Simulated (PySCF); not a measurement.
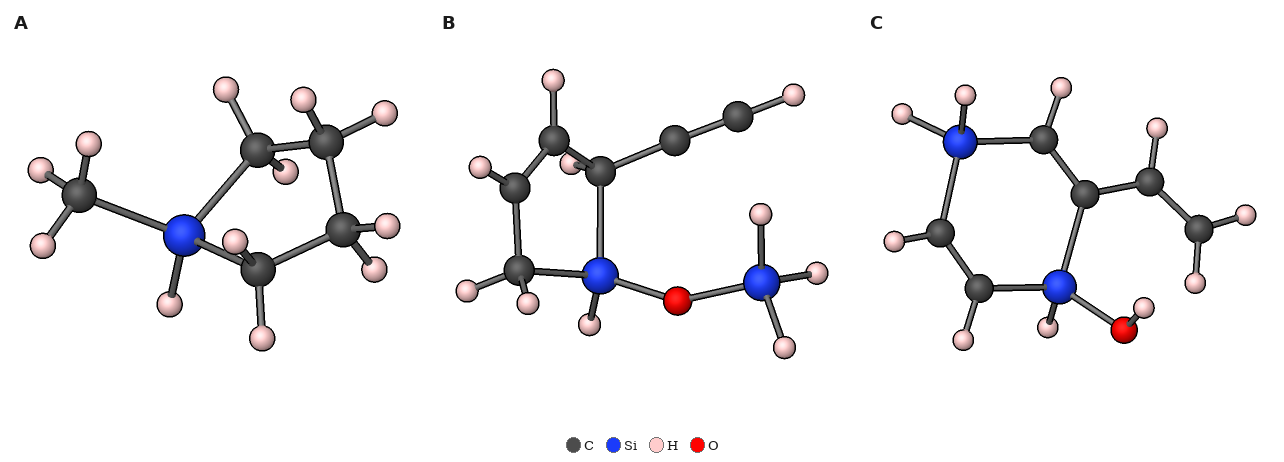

Source: calculation with PySCF.

```xyz
19
charge 0, multiplicity 1
C     2.7970   -0.7979   -0.7070
C     2.1033    0.0418    0.0760
C     0.6417    0.1627    0.1278
C     0.0721    0.9466    1.0785
Si   -1.7487    1.2410    1.3632
C    -2.7640    0.2329    0.1592
C    -2.2221   -0.5123   -0.8227
Si   -0.3984   -0.7135   -1.1845
O    -0.0044   -2.3369   -1.3067
H     2.3021   -1.5035   -1.3807
H     3.8889   -0.8175   -0.6761
H     2.6532    0.7054    0.7575
H     0.7573    1.4632    1.7708
H    -2.1067    0.8729    2.7710
H    -2.0616    2.6987    1.2152
H    -3.8593    0.2562    0.2594
H    -2.9013   -1.0707   -1.4857
H    -0.0814   -0.1767   -2.5370
H    -0.0195   -2.8367   -0.4849
```

Question: Which panel shows the molecule in this file?

Answer: C. The file holds C6H10OSi2, `C=CC1=C[SiH2]C=C[Si@@H]1O`.
